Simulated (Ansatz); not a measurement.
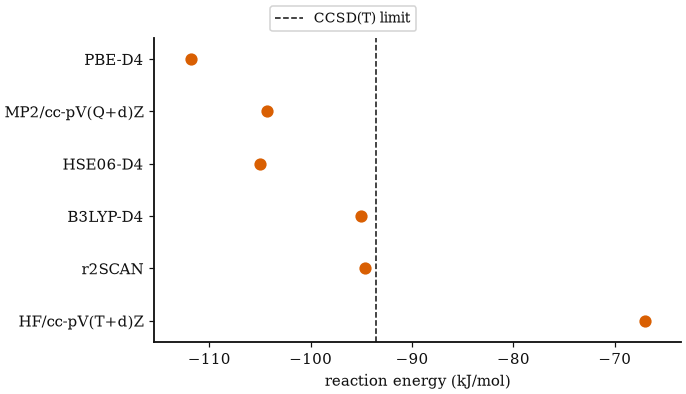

Electronic reaction energy of AlNH₄ ([NH2][AlH2]) + CH₃ ([CH3]) [doublet] → AlNH₃ ([NH2][AlH]) [doublet] + CH₄ (C) (SMILES in brackets) at several levels (functionals in def2-TZVPP unless a basis is named), isolated molecules at PBE0-D4 triple-zeta geometries, minima by their frequencies, no zero-point or thermal terms, the Ansatz code 0.2.0. The line is frozen-core CCSD(T) at the basis limit (MP2 extrapolated from triple and quadruple zeta, plus CCSD(T) less MP2 in a smaller set). No dispersion term is added to r2SCAN. The distance of MP2/cc-pV(Q+d)Z to the limit includes basis error.

Question: What range do the values span, the line included?

Answer: From −111.8 kJ/mol (PBE-D4) to −67.0 kJ/mol (HF/cc-pV(T+d)Z).

Question: Give the values.

Answer:
```csv
level,kJ/mol,less CCSD(T) limit
PBE-D4,−111.8,−18.3
MP2/cc-pV(Q+d)Z,−104.3,−10.8
HSE06-D4,−105.0,−11.4
B3LYP-D4,−95.0,−1.5
r2SCAN,−94.6,−1.1
HF/cc-pV(T+d)Z,−67.0,26.5
CCSD(T) limit,−93.5,0.0
```
